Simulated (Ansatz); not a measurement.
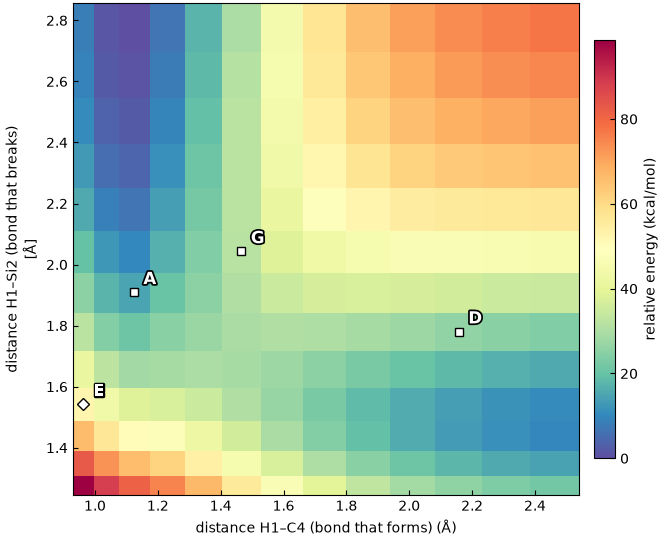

The reacting system CH6ClSi (fragments ClH₃Si + CH₃ where the first distance is long, CH₄ + ClH₂Si where the second is long), spin multiplicity 2. First axis: distance H1–C4 (bond that forms). Second axis: distance H1–Si2 (bond that breaks). Relaxed at each point: all other coordinates. The grid has 13 × 13 points. Points are written as (first, second). Energies are in kcal/mol, from the lowest grid point. Energies and slopes of some neighbouring points disagree (a jump in structure or state, or too coarse a mesh). In part of the range the unrestricted reference is strongly spin-contaminated. Level of theory: UHF/def2-SVP (Ansatz).

Drawn: one coloured cell a grid point, lettered points.

### Is E the lowest point of the computed grid?

No. E lies 53 kcal/mol above the lowest grid point, which is at (1.123 Å, 2.778 Å).

### Rank the lettered points by energy, lowest first.

A (15 kcal/mol), D (26 kcal/mol), G (32 kcal/mol), E (53 kcal/mol).
